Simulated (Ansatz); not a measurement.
## Electronic structure of ClF₂HNSi₂ (charge +1) in real space

| atom | x (Å) | y (Å) | z (Å) |
| --- | --- | --- | --- |
| Cl | -0.5777 | 0.6726 | 1.5685 |
| F | 0.5694 | -3.0952 | -2.3539 |
| F | -2.9916 | -0.3896 | 0.2002 |
| N | -0.6603 | -0.8912 | -1.2025 |
| Si | 0.0736 | -1.5956 | -2.4389 |
| Si | -1.4229 | -0.2855 | 0.0672 |
| H | 0.3741 | -0.9718 | -3.7278 |

Geometry: r2SCAN-D4/def2-SVP.

Method: isolated molecule in a Gaussian basis; Kohn-Sham density functional theory, functional PBE0 in Ansatz.

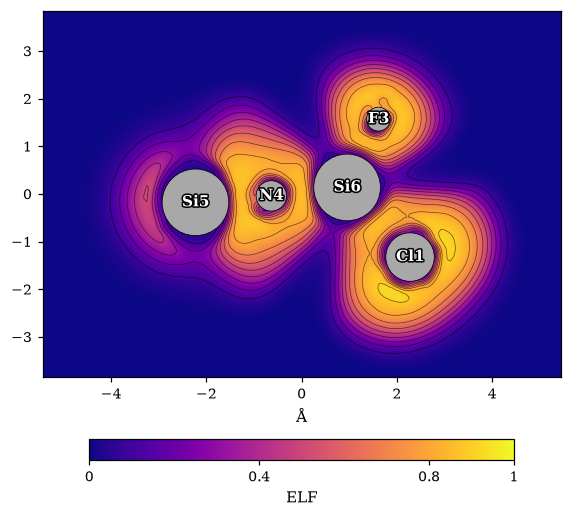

Figure 1. ELF on the plane of atoms F3, Si6 and N4. Grey discs cover the atomic cores.

Q: Describe what can be read from this map.

A: Atoms in the plane: Cl, F, N and Si. Si–F (1.58 Å): the ELF peaks at about 0.85 in the valence shell of F, 0.6 Å from its nucleus, and is about 0.35 at the midpoint. Si–N (1.60 Å): the ELF peaks at about 0.85 between the atoms; a polar covalent bond. Si–Cl (1.97 Å): the ELF peaks at about 0.85 between the atoms (a shared but strongly polarised pair). The ELF also peaks beside Cl1 and F3, away from the bonds: lone-pair regions.

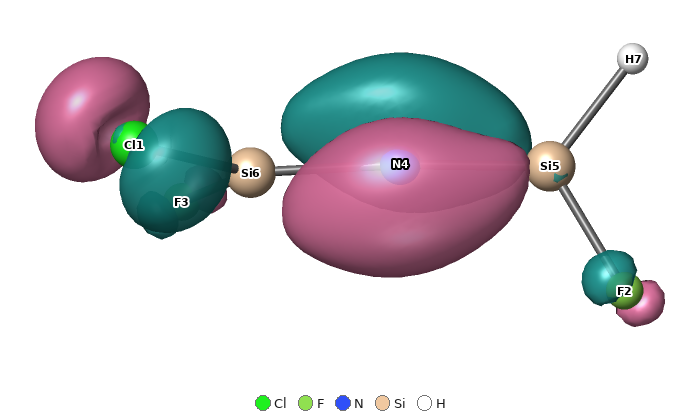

Figure 2. The HOMO at ±0.15 Å⁻³ᐟ² (teal and pink are the two phases), seen from one side.

Q: Describe this orbital and give its energy.

A: It lies mainly on N4 (about 55 %), Cl1 (about 15 %), Si5 (about 15 %) and Si6 (about 10 %); largely a combination of lone pairs on N4 and Cl1. Its energy is −14.47 eV.

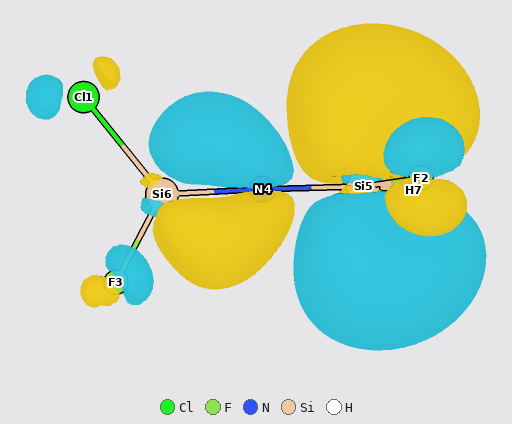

Figure 3. The LUMO at ±0.06 Å⁻³ᐟ² (yellow and cyan are the two phases), seen across its widest extent.

Q: Where does this orbital lie, and at what energy?

A: It lies mainly on Si5 (about 65 %), N4 (about 10 %), H7 (about 5 %), F2 (about 5 %) and Si6 (about 5 %). Its energy is −6.99 eV.
